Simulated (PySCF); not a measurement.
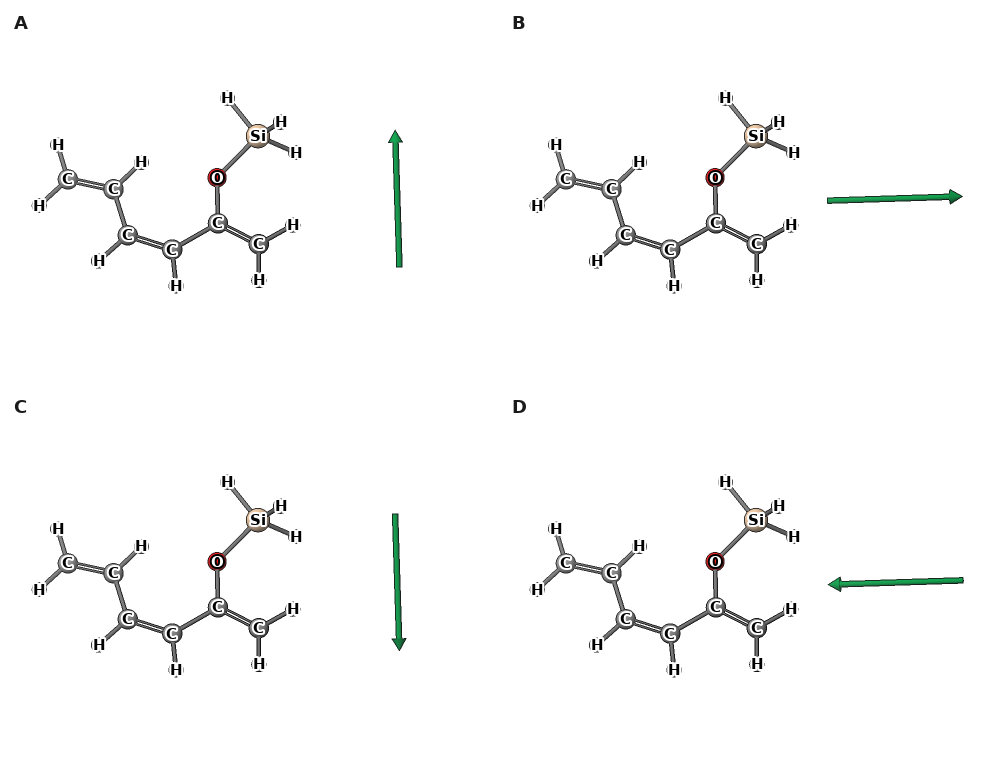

The same molecule four times, each with an arrow. The computed structure is the end point of a GFN2-xTB optimisation. No frequency run is at hand to confirm it as a minimum. Properties computed with CAM-B3LYP/def2-SVPD, gas phase (PySCF 2.14.0).

**Which arrow points along the dipole moment, from the negative to the positive end?**

B. The dipole moment is 0.51 D.

The geometry is semi-empirical. Around Si such bond lengths and angles can be off by a tenth of an ångström or more and by several degrees, and values that hang on the shape move with them.
